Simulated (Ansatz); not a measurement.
# CHF₂NSi: single points with varied inputs

Aim: run CHF₂NSi under a spread of inputs, and see what each costs and gives.

Method: the settings change from run to run; program: Ansatz 0.2.0, Gaussian basis.

### 1 The molecule

The structure was relaxed beforehand with PBE0-D4 in a triple-zeta def2 set.

SMILES `N#C[SiH](F)F`, 6 atoms, charge 0, spin multiplicity 1.

Atoms are counted from 1 here; the program's logs count them from 0.

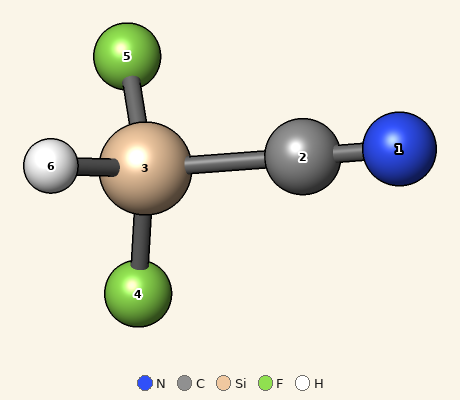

The geometry (nitrogen blue, carbon grey, silicon light orange, fluorine green, hydrogen white); atoms are numbered from 1 in the order of the file.

### 2 wB97X/6-31G

Set apart from the defaults: atoms shaken by 0.03 Å.

Contents of in.yaml:

```yaml
crystal:
  periodic: [false, false, false]
  atoms:
    - {symbol: N, position_ang: [0.400918, -2.293937, 0.746176]}
    - {symbol: C, position_ang: [0.134964, -1.221870, 0.368900]}
    - {symbol: Si, position_ang: [-0.079724, 0.502430, -0.153147]}
    - {symbol: F, position_ang: [-1.400638, 0.600296, -0.985877]}
    - {symbol: F, position_ang: [1.125988, 0.940274, -1.048631]}
    - {symbol: H, position_ang: [-0.137448, 1.442824, 1.000544]}
basis:
  gaussian: {orbitals: 6-31G}
hamiltonian: {xc: {name: wB97X}}
output: {forces: true}
```

The run is started by

```
$ ansatz run in.yaml --threads 2 --pin off --events-out ev --progress --plain --max-ram 32768MiB --backend cpu
```

Output, shortened:

```text
Functional definition: wB97X
  name "wB97X"
  cite "Chai & Head-Gordon, J. Chem. Phys. 128, 084106 (2008) doi:10.1063/1.2834918"
  cite "Becke, J. Chem. Phys. 107, 8554 (1997) doi:10.1063/1.475007"
[...]
  # The coefficients of nought are those of the uniform gas.
[...]
      + exact_x_lr(omega)
[...]
      + integral(e_c_pw_opposite_spin*poly(b97_u_opposite, 1, cos1, cos2, cos3, cos4))
581 factors; integrals over basis functions are off by at most 1.8e-4 eV
226 factors; integrals over basis functions are off by at most 3.1e-6 eV
[...]
mean field -15850.34154164 eV, -582.4893079080 hartree, gradient 3.3e-5 eV, S^2 0.000000; 0 other end points of the search recorded, 0 dependent functions left out
[...]
reference -15850.34151504 eV, -582.4893069303 hartree; 23, 23 occupied and 28, 28 virtual orbitals, 581 factors
Total energy: -15850.34151504 eV, -582.4893069303 hartree
Atom 0 at     0.400918    -2.293937     0.746176 Å, force    -0.119459    -0.045101     0.000521 eV/Å
Atom 1 at     0.134964    -1.221870     0.368900 Å, force     0.364845    -0.771436     0.212123 eV/Å
Atom 2 at    -0.079724     0.502430    -0.153147 Å, force     0.097830    -0.115670     4.845415 eV/Å
Atom 3 at    -1.400638     0.600296    -0.985877 Å, force    -3.763439     0.176671    -2.398609 eV/Å
Atom 4 at     1.125988     0.940274    -1.048631 Å, force     3.471952     1.007124    -2.627321 eV/Å
Atom 5 at    -0.137448     1.442824     1.000544 Å, force    -0.051729    -0.251588    -0.032130 eV/Å
Dipole moment:    -0.060474     0.369959     0.269223 e Å
```

Wall time 3 s (2 threads, shared host).

Largest force 4.848 eV/Å, dipole 2.22 D.

### 3 wPBEh/cc-pVTZ-DK

Contents of in.yaml:

```yaml
crystal:
  periodic: [false, false, false]
  atoms:
    - {symbol: N, position_ang: [0.362526, -2.300159, 0.730916]}
    - {symbol: C, position_ang: [0.194766, -1.221320, 0.366833]}
    - {symbol: Si, position_ang: [-0.075795, 0.525891, -0.136365]}
    - {symbol: F, position_ang: [-1.389055, 0.569639, -1.002501]}
    - {symbol: F, position_ang: [1.145698, 0.953753, -1.031735]}
    - {symbol: H, position_ang: [-0.196041, 1.408096, 1.026652]}
basis:
  gaussian: {orbitals: cc-pVTZ-DK}
hamiltonian: {xc: {name: wPBEh}}
output: {forces: true}
```

Same command.

Output, shortened:

```text
Functional definition: wPBEh
  name "wPBEh"
  cite "Heyd, Scuseria & Ernzerhof, J. Chem. Phys. 118, 8207 (2003) doi:10.1063/1.1564060"
  cite "Krukau, Vydrov, Izmaylov & Scuseria, J. Chem. Phys. 125, 224106 (2006) doi:10.1063/1.2404663"
  cite "Heyd & Scuseria, J. Chem. Phys. 120, 7274 (2004) doi:10.1063/1.1668634"
  cite "Ernzerhof & Perdew, J. Chem. Phys. 109, 3313 (1998) doi:10.1063/1.476928"
  cite "Perdew, Burke & Ernzerhof, Phys. Rev. Lett. 77, 3865 (1996) doi:10.1103/PhysRevLett.77.3865"
  parent pbe
[...]
989 factors; their error is unknown
73 factors; integrals over basis functions are off by at most 6.9e-7 eV
[...]
mean field -15873.02544791 eV, -583.3229260875 hartree, gradient 1.6e-5 eV, S^2 0.000000; 0 other end points of the search recorded, 0 dependent functions left out
[...]
reference -15873.02547726 eV, -583.3229271662 hartree; 23, 23 occupied and 145, 145 virtual orbitals, 989 factors
Total energy: -15873.02547726 eV, -583.3229271662 hartree
Relativity: scalar
Atom 0 at     0.362526    -2.300159     0.730916 Å, force    -0.001495     0.009225    -0.001873 eV/Å
Atom 1 at     0.194766    -1.221320     0.366833 Å, force     0.013586    -0.086872     0.023417 eV/Å
Atom 2 at    -0.075795     0.525891    -0.136365 Å, force     0.013119    -0.055918     0.369277 eV/Å
Atom 3 at    -1.389055     0.569639    -1.002501 Å, force    -0.295542     0.014373    -0.202191 eV/Å
Atom 4 at     1.145698     0.953753    -1.031735 Å, force     0.273010     0.100372    -0.208511 eV/Å
Atom 5 at    -0.196041     1.408096     1.026652 Å, force    -0.002679     0.018820     0.019880 eV/Å
Dipole moment:    -0.076254     0.510280     0.095762 e Å
```

It took 5.5 s on 2 threads, shared host.

Largest force 0.374 eV/Å, dipole 2.52 D.

### 4 LC-wPBE/cc-pVDZ

Options: a grid of angular degree 11, a point charge of 1.00 e beside it, the search for lower states set to off.

in.yaml: that of step 3 with these lines changed.

```diff
@@ -10,4 +10,5 @@
 basis:
-  gaussian: {orbitals: cc-pVTZ-DK}
-hamiltonian: {xc: {name: wPBEh}}
+  gaussian: {orbitals: cc-pVDZ, final_grid: {core_spheres: 5, valence_spheres: 4, degree: 11}, point_charges: [{charge: 1.00, position_ang: [5.126, -0.436, -0.661]}]}
+hamiltonian: {xc: {name: LC-wPBE}}
+scf: {lower_state_search: off}
 output: {forces: true}
```

Launched as before.

Output, shortened:

```text
Functional definition: LC-wPBE
  name "LC-wPBE"
  cite "Vydrov & Scuseria, J. Chem. Phys. 125, 234109 (2006) doi:10.1063/1.2409292"
  cite "Heyd & Scuseria, J. Chem. Phys. 120, 7274 (2004) doi:10.1063/1.1668634"
  cite "Ernzerhof & Perdew, J. Chem. Phys. 109, 3313 (1998) doi:10.1063/1.476928"
  cite "Perdew, Burke & Ernzerhof, Phys. Rev. Lett. 77, 3865 (1996) doi:10.1103/PhysRevLett.77.3865"
  parent pbe
[...]
946 factors; their error is unknown
253 factors; integrals over basis functions are off by at most 1.6e-5 eV
[...]
mean field -15849.65244119 eV, -582.4639839333 hartree, gradient 2.8e-6 eV, S^2 0.000000; 0 other end points of the search recorded, 0 dependent functions left out
[...]
reference -15849.65244119 eV, -582.4639839335 hartree; 23, 23 occupied and 56, 56 virtual orbitals, 946 factors
Total energy: -15849.65244119 eV, -582.4639839335 hartree
Atom 0 at     0.362526    -2.300159     0.730916 Å, force     0.192080    -0.585201     0.224082 eV/Å
Atom 1 at     0.194766    -1.221320     0.366833 Å, force     0.041129     0.292990    -0.171386 eV/Å
Atom 2 at    -0.075795     0.525891    -0.136365 Å, force    -0.833261    -0.380896     2.020063 eV/Å
Atom 3 at    -1.389055     0.569639    -1.002501 Å, force    -1.537552     0.045080    -0.984060 eV/Å
Atom 4 at     1.145698     0.953753    -1.031735 Å, force     2.079344     0.547276    -1.188975 eV/Å
Atom 5 at    -0.196041     1.408096     1.026652 Å, force     0.085388     0.102023     0.120762 eV/Å
Dipole moment:    -0.192515     0.491590     0.138554 e Å
Checks for a lower state left out: stability, starts, cluster_reference, orbital_swaps, neighbouring_geometries, increment
```

It took 0.98 s on 2 threads, shared host.

Largest force 2.457 eV/Å, dipole 2.62 D.

### 5 r2SCANh/def2-SVPD

Options: high accuracy, the search for lower states set to full.

in.yaml: that of step 4 with these lines changed.

```diff
@@ -10,5 +10,6 @@
 basis:
-  gaussian: {orbitals: cc-pVDZ, final_grid: {core_spheres: 5, valence_spheres: 4, degree: 11}, point_charges: [{charge: 1.00, position_ang: [5.126, -0.436, -0.661]}]}
-hamiltonian: {xc: {name: LC-wPBE}}
-scf: {lower_state_search: off}
+  gaussian: {orbitals: def2-SVPD}
+hamiltonian: {xc: {name: r2SCANh}}
+accuracy: high
+scf: {lower_state_search: full}
 output: {forces: true}
```

Same command.

Output, shortened:

```text
Functional definition: r2SCANh
  name "r2SCANh"
  cite "Bursch, Neugebauer, Ehlert & Grimme, J. Chem. Phys. 156, 134105 (2022) doi:10.1063/5.0086040"
  cite "Furness, Kaplan, Ning, Perdew & Sun, J. Phys. Chem. Lett. 11, 8208 (2020) doi:10.1021/acs.jpclett.0c02405"
  cite "Furness, Kaplan, Ning, Perdew & Sun, J. Phys. Chem. Lett. 11, 9248 (2020) doi:10.1021/acs.jpclett.0c03077"
  parent r2scan
[...]
2314 factors; integrals over basis functions are off by at most 3.5e-9 eV
[...]
mean field -15844.06811056 eV, -582.2587635679 hartree, gradient 5.9e-9 eV, S^2 0.000000; 0 other end points of the search recorded, 0 dependent functions left out
[...]
reference -15844.06811156 eV, -582.2587636048 hartree; 23, 23 occupied and 95, 95 virtual orbitals, 2314 factors
Total energy: -15844.06811156 eV, -582.2587636048 hartree
Atom 0 at     0.362526    -2.300159     0.730916 Å, force     0.141820    -0.912267     0.310697 eV/Å
Atom 1 at     0.194766    -1.221320     0.366833 Å, force    -0.118443     0.761000    -0.277730 eV/Å
Atom 2 at    -0.075795     0.525891    -0.136365 Å, force     0.063855    -0.308282     1.449036 eV/Å
Atom 3 at    -1.389055     0.569639    -1.002501 Å, force    -1.120096     0.041833    -0.750977 eV/Å
Atom 4 at     1.145698     0.953753    -1.031735 Å, force     1.039791     0.368972    -0.775616 eV/Å
Atom 5 at    -0.196041     1.408096     1.026652 Å, force    -0.006928     0.048744     0.044590 eV/Å
Dipole moment:    -0.076445     0.512769     0.111968 e Å
```

Run time: 15 s. Hardware: 2 threads, shared host; peak memory 0.54 GiB.

Largest force 1.483 eV/Å, dipole 2.55 D.

### 6 wB97X-V/pcseg-2

Set apart from the defaults: coordinates scaled by 0.96.

Contents of in.yaml:

```yaml
crystal:
  periodic: [false, false, false]
  atoms:
    - {symbol: N, position_ang: [0.348025, -2.208153, 0.701679]}
    - {symbol: C, position_ang: [0.186975, -1.172467, 0.352160]}
    - {symbol: Si, position_ang: [-0.072763, 0.504855, -0.130910]}
    - {symbol: F, position_ang: [-1.333493, 0.546854, -0.962401]}
    - {symbol: F, position_ang: [1.099870, 0.915603, -0.990466]}
    - {symbol: H, position_ang: [-0.188199, 1.351772, 0.985586]}
basis:
  gaussian: {orbitals: pcseg-2}
hamiltonian: {xc: {name: wB97X-V}}
output: {forces: true}
```

Launched as before.

Output, shortened:

```text
Functional definition: wB97X-V
  name "wB97X-V"
  cite "Mardirossian & Head-Gordon, Phys. Chem. Chem. Phys. 16, 9904 (2014) doi:10.1039/C3CP54374A"
  cite "Becke, J. Chem. Phys. 107, 8554 (1997) doi:10.1063/1.475007"
  cite "Vydrov & Van Voorhis, J. Chem. Phys. 133, 244103 (2010) doi:10.1063/1.3521275"
[...]
      + integral(e_c_pw_opposite_spin*poly(b97_u_opposite, cos0, cos1)) + vv10(b, c)
932 factors; their error is unknown
189 factors; integrals over basis functions are off by at most 1.3e-5 eV
[...]
mean field -15857.08875164 eV, -582.7372633020 hartree, gradient 4.3e-5 eV, S^2 0.000000; 0 other end points of the search recorded, 0 dependent functions left out
[...]
reference -15857.08874980 eV, -582.7372632344 hartree; 23, 23 occupied and 145, 145 virtual orbitals, 932 factors
Total energy: -15857.08874980 eV, -582.7372632344 hartree
Atom 0 at     0.348025    -2.208153     0.701679 Å, force     0.954456    -6.139890     2.053742 eV/Å
Atom 1 at     0.186975    -1.172467     0.352160 Å, force    -0.632002     4.063127    -1.389426 eV/Å
Atom 2 at    -0.072763     0.504855    -0.130910 Å, force    -0.015522     0.238322     1.743026 eV/Å
Atom 3 at    -1.333493     0.546854    -0.962401 Å, force    -2.698241     0.118719    -1.720145 eV/Å
Atom 4 at     1.099870     0.915603    -0.990466 Å, force     2.501975     0.906544    -1.779783 eV/Å
Atom 5 at    -0.188199     1.351772     0.985586 Å, force    -0.110666     0.813178     1.092584 eV/Å
Dipole moment:    -0.074562     0.496695     0.064025 e Å
```

It took 10 s on 2 threads, shared host; peak memory 0.44 GiB.

Largest force 6.544 eV/Å, dipole 2.43 D.

### 7 B2PLYP/STO-3G

Set apart from the defaults: finite nuclei.

Contents of in.yaml:

```yaml
crystal:
  periodic: [false, false, false]
  atoms:
    - {symbol: N, position_ang: [0.362526, -2.300159, 0.730916]}
    - {symbol: C, position_ang: [0.194766, -1.221320, 0.366833]}
    - {symbol: Si, position_ang: [-0.075795, 0.525891, -0.136365]}
    - {symbol: F, position_ang: [-1.389055, 0.569639, -1.002501]}
    - {symbol: F, position_ang: [1.145698, 0.953753, -1.031735]}
    - {symbol: H, position_ang: [-0.196041, 1.408096, 1.026652]}
basis:
  gaussian: {orbitals: STO-3G, nuclear_model: gaussian}
hamiltonian: {xc: {name: B2PLYP}}
```

Same command.

Output, shortened:

```text
Functional definition: B2PLYP
  name "B2PLYP"
  cite "Grimme, J. Chem. Phys. 124, 034108 (2006) doi:10.1063/1.2148954"
  cite "Becke, Phys. Rev. A 38, 3098 (1988) doi:10.1103/PhysRevA.38.3098"
  cite "Lee, Yang & Parr, Phys. Rev. B 37, 785 (1988) doi:10.1103/PhysRevB.37.785"
[...]
387 factors; integrals over basis functions are off by at most 3.0e-5 eV
[...]
mean field -15636.88135450 eV, -574.6447907191 hartree, gradient 3.8e-6 eV, S^2 0.000000; 0 other end points of the search recorded, 0 dependent functions left out
9 core orbitals not correlated: weight in the atoms' cores, before any rotation towards them, 1.000 or more for the frozen orbitals, at most 0.000 for the correlated occupied ones
reference -15636.88143427 eV, -574.6447936504 hartree; 14, 14 occupied and 7, 7 virtual orbitals, 387 factors
second order -7.85966857 eV of doubles, -0.00000000 eV of singles
Total energy: -15639.00354478 eV, -574.7227797734 hartree
```

Run time: 2.2 s. Hardware: 2 threads, shared host.

### 8 B2GP-PLYP/aug-pcseg-2

in.yaml: that of step 7 with these lines changed.

```diff
@@ -10,3 +10,3 @@
 basis:
-  gaussian: {orbitals: STO-3G, nuclear_model: gaussian}
-hamiltonian: {xc: {name: B2PLYP}}
+  gaussian: {orbitals: aug-pcseg-2}
+hamiltonian: {xc: {name: B2GP-PLYP}}
```

The command is unchanged.

Output, shortened:

```text
Functional definition: B2GP-PLYP
  name "B2GP-PLYP"
  cite "Karton, Tarnopolsky, Lamère, Schatz & Martin, J. Phys. Chem. A 112, 12868 (2008) doi:10.1021/jp801805p"
  cite "Becke, Phys. Rev. A 38, 3098 (1988) doi:10.1103/PhysRevA.38.3098"
  cite "Lee, Yang & Parr, Phys. Rev. B 37, 785 (1988) doi:10.1103/PhysRevB.37.785"
[...]
1667 factors; integrals over basis functions are off by at most 8.8e-4 eV
[...]
mean field -15840.60074208 eV, -582.1313401266 hartree, gradient 7.8e-6 eV, S^2 0.000000; 0 other end points of the search recorded, 0 dependent functions left out
9 core orbitals not correlated: weight in the atoms' cores, before any rotation towards them, 1.000 or more for the frozen orbitals, at most 0.000 for the correlated occupied ones
reference -15840.60087958 eV, -582.1313451798 hartree; 14, 14 occupied and 234, 234 virtual orbitals, 1667 factors
second order -29.12952755 eV of doubles, -0.00000000 eV of singles
Total energy: -15851.08750950 eV, -582.5167217211 hartree
```

Run time: 24 s. Hardware: 2 threads, shared host; peak memory 0.84 GiB.

### 9 BHLYP/6-31G*

in.yaml: that of step 8 with these lines changed.

```diff
@@ -10,3 +10,4 @@
 basis:
-  gaussian: {orbitals: aug-pcseg-2}
-hamiltonian: {xc: {name: B2GP-PLYP}}
+  gaussian: {orbitals: "6-31G*"}
+hamiltonian: {xc: {name: BHLYP}}
+output: {forces: true}
```

The command is unchanged.

Output, shortened:

```text
Functional definition: BHLYP
  name "BHLYP"
  cite "Becke, J. Chem. Phys. 98, 1372 (1993) doi:10.1063/1.464304"
  cite "Becke, Phys. Rev. A 38, 3098 (1988) doi:10.1103/PhysRevA.38.3098"
  cite "Lee, Yang & Parr, Phys. Rev. B 37, 785 (1988) doi:10.1103/PhysRevB.37.785"
[...]
731 factors; integrals over basis functions are off by at most 7.4e-4 eV
[...]
mean field -15853.57074232 eV, -582.6079788439 hartree, gradient 1.5e-5 eV, S^2 0.000000; 0 other end points of the search recorded, 0 dependent functions left out
[...]
reference -15853.57088340 eV, -582.6079840286 hartree; 23, 23 occupied and 58, 58 virtual orbitals, 731 factors
Total energy: -15853.57088340 eV, -582.6079840286 hartree
Atom 0 at     0.362526    -2.300159     0.730916 Å, force    -0.055467     0.355972    -0.122698 eV/Å
Atom 1 at     0.194766    -1.221320     0.366833 Å, force     0.044309    -0.282278     0.116495 eV/Å
Atom 2 at    -0.075795     0.525891    -0.136365 Å, force    -0.009725     0.087541     0.268413 eV/Å
Atom 3 at    -1.389055     0.569639    -1.002501 Å, force    -0.085132    -0.015790    -0.060791 eV/Å
Atom 4 at     1.145698     0.953753    -1.031735 Å, force     0.084182     0.009695    -0.062492 eV/Å
Atom 5 at    -0.196041     1.408096     1.026652 Å, force     0.021833    -0.155141    -0.138927 eV/Å
Dipole moment:    -0.075983     0.510258     0.119095 e Å
```

Run time: 4.3 s. Hardware: 2 threads, shared host.

Largest force 0.381 eV/Å, dipole 2.54 D.

### 10 All runs side by side

```csv
level,charge,multiplicity,geometry,functions,energy (eV),time
wB97X/6-31G,0,1,shaken,51,-15850.342,3 s
wPBEh/cc-pVTZ-DK,0,1,relaxed,168,-15873.025,5.5 s
LC-wPBE/cc-pVDZ,0,1,"relaxed, point charge",79,-15849.652,0.98 s
r2SCANh/def2-SVPD,0,1,relaxed,118,-15844.068,15 s
wB97X-V/pcseg-2,0,1,scaled,168,-15857.089,10 s
B2PLYP/STO-3G,0,1,relaxed,30,-15639.004,2.2 s
B2GP-PLYP/aug-pcseg-2,0,1,relaxed,257,-15851.088,24 s
BHLYP/6-31G*,0,1,relaxed,81,-15853.571,4.3 s
```

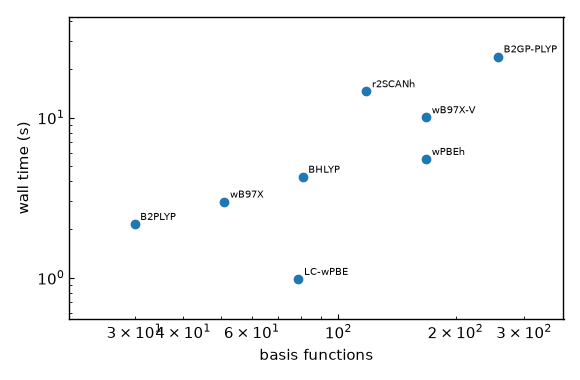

Wall time against the number of basis functions (shared host).

### 11 Results

| quantity | value |
| --- | --- |
| runs | 8 |
| quickest | LC-wPBE/cc-pVDZ, 0.98 s |
| slowest | B2GP-PLYP/aug-pcseg-2, 24 s |
| spread of total energies, same state and geometry | 234.0 eV |
| dipole, same state and geometry | 2.52 to 2.55 D |

What this shows: Run time spans a factor of 25, from LC-wPBE/cc-pVDZ to B2GP-PLYP/aug-pcseg-2. The jobs differ in tasks and options as well as level. Total energies at one charge and spin differ by 234 eV between levels, so only differences within one level mean anything. Some of these runs are scalar-relativistic and others not, which shifts the totals of all-electron atoms past neon by eV; core potentials, where a basis has them, take the core out of the total altogether. At the PBE0-D4/def2-TZVP geometry and in the same state, runs without warnings or point charges leave forces up to 1.48 eV/Å (r2SCANh/def2-SVPD), against 6.5 eV/Å where the atoms were moved. At that geometry and state the dipole changes by 1 % between the lowest and highest value.
